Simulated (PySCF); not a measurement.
Molecule: germylsilane, SMILES [SiH3][GeH3] (H6GeSi). Atoms near the plane z = 0.0 Å, at the B3LYP/def2-SVP optimised geometry (x, y, z in Å): Si1 (0.4, -1.1, 0.0), Ge2 (-0.4, 1.1, 0.0), H4 (1.9, -1.1, 0.0), H6 (-1.9, 1.1, 0.0).

Computed with B3LYP/def2-TZVP (PySCF). Cells within 0.4 Å of a nucleus heavier than hydrogen are left out (blank, or x). The values are rescaled to run from 0 to 1.

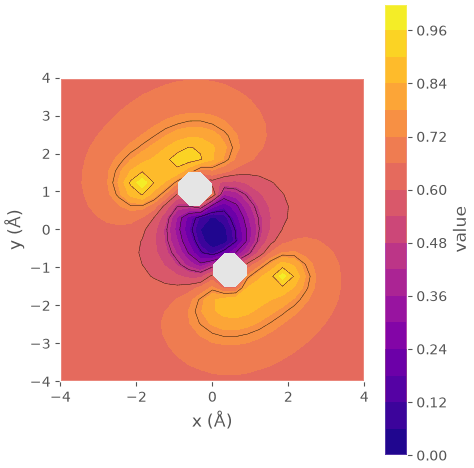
a field on the plane z = 0.0 Å.

Task: Which quantity is mapped?
A. an orbital amplitude
B. deformation density (molecule minus spherical neutral atoms)
C. log10 of the electron density
D. electrostatic potential

Result: A, an orbital amplitude. In full: HOMO amplitude (bohr^(-3/2)).
